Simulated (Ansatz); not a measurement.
# Computed frozen-phonon scan: WSi2 (MoSi2 type, space group I4/mmm)

WSi2 (MoSi2 type, space group I4/mmm)

```xyz
3
Lattice="-1.6061 1.6061 3.9029 1.6061 -1.6061 3.9029 1.6061 1.6061 -3.9029" Properties=species:S:1:pos:R:3 pbc="T T T"
W      0.0000     0.0000     0.0000
Si     1.6061     1.6061    -1.2890
Si     1.6061     1.6061     1.2890
```

The atoms are displaced by Q × the pattern below (from a DFPT mode at Γ, largest move 1; Q in Å), at fixed cell.

| atom | x | y | z |
|---|---|---|---|
| Si2 | 0.000 | 0.000 | -1.000 |
| Si3 | 0.000 | 0.000 | 1.000 |

Atoms not listed stay in place.

Method: r2SCAN (plane waves to 500 eV, PAW, scalar-relativistic; Ansatz, a program for electronic structure). k mesh 20×20×20 (Γ-centred), Fermi-Dirac smearing 0.05 eV. E stands for the smeared free energy. With partly filled bands, energies and forces of such displacements shift with the k mesh and the smearing. Spin-orbit coupling is left out, though W is heavy. The PAW data are Ansatz's earlier set. WSi2 is run without spin polarisation. WSi2 was relaxed with its symmetry unable to fall. ΔE is measured from the undisplaced structure.

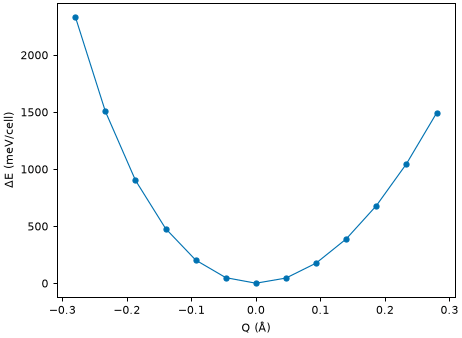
Figure: ΔE (meV/cell) against Q (Å); markers are the computed points, lines only join them.

The energy at Q = 0.280 Å is 1491 meV/cell. Shape of the curve: a single well with its minimum at or next to zero displacement. Space group of the distorted cell: I4/mmm (No. 139), as undistorted: a fully symmetric mode. Symmetry of the curve: not even: the negative side lies higher at ±0.280 Å. Harmonic wavenumber from the curvature (finite differences): 456 cm⁻¹.

E″ = 42.97 eV/Å², M = Σ mᵢ|uᵢ|² = 56.2 u, ν̃ = 521.5·√(|E″|/M).

(A displaced cell: forces are minus the slopes of the energy, force constants its curvatures, and phonons follow from these.)
